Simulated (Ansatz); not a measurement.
```sh
ansatz run in.yaml --threads 2 --pin off --events-out ev --progress --plain --max-ram 4352MiB
```

```yaml
crystal:
  periodic: [false, false, false]
  atoms:
    - {symbol: N, position_ang: [0.383185, -1.235407, 0.144865]}
    - {symbol: Ga, position_ang: [-0.067271, 0.519253, -0.229487]}
    - {symbol: H, position_ang: [0.067904, -1.677169, 1.008981]}
    - {symbol: H, position_ang: [-1.340970, 0.765206, -1.102696]}
    - {symbol: H, position_ang: [0.957154, 1.628117, 0.178337]}
basis:
  gaussian: {orbitals: def2-TZVPP}
magnetization: {spin_polarized: true, initial_magnetization: 1}
hamiltonian: {xc: r2scan, dispersion: d4}
```

Work out the structure from the coordinates.

Formula GaH3N. The point group is Cs. It is an open-shell species. Coordination: 1 N bent; 1 Ga trigonal planar.

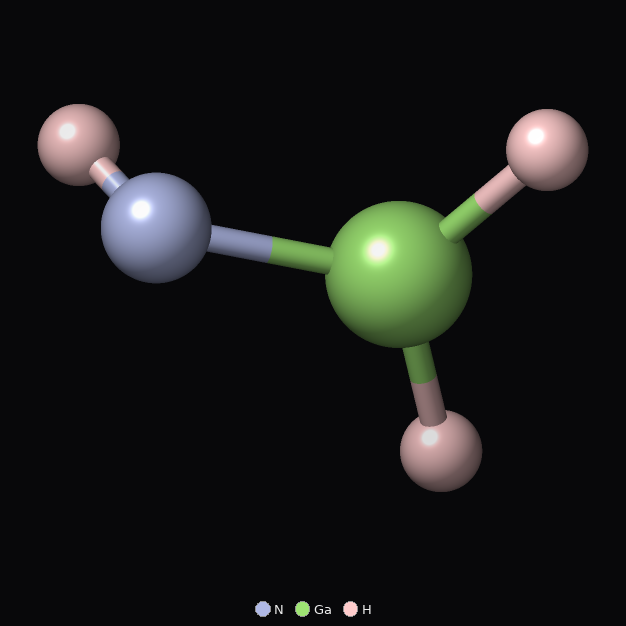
